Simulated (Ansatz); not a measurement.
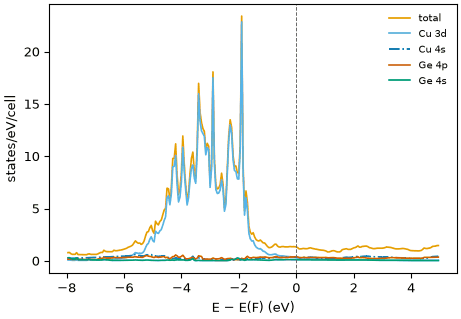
*Total and projected density of states of Cu3Ge in space group P-6m2 (No. 187; Cu on 1b, Cu on 2i, Ge on 1a), LDA (plane waves, PAW; program Ansatz)*

Question: Which orbitals carry the states next to the Fermi level?

Answer: Within 0.5 eV of the Fermi level: Cu 3d 27 %, Ge 4p 27 %, Cu 4s 26 %, Ge 4s 8 %, outside the projected shells 12 %. Projections are on Löwdin-orthogonalised atomic valence shells; empty p or d shells of many metals are not among them.

Question: Where is the tallest occupied peak in this window, and what makes it?

Answer: Near -1.9 eV, about 23 states/eV per cell; the largest projected share is Cu 3d.

The first step of the workflow began from a Materials Project structure, measured or hypothetical; the Crystallography Open Database copy checked does not list it. Its standing as an ambient phase is unchecked. Symmetry was held in the LDA relaxation; its stability against distortions is not shown here. No spin polarisation was allowed. Its formation energy is positive at this level, so the cell may be metastable or incomplete. Scalar-relativistic: spin–orbit coupling is off unless named, which matters more the heavier the elements.

Potentials: the later of the program's two PAW sets.
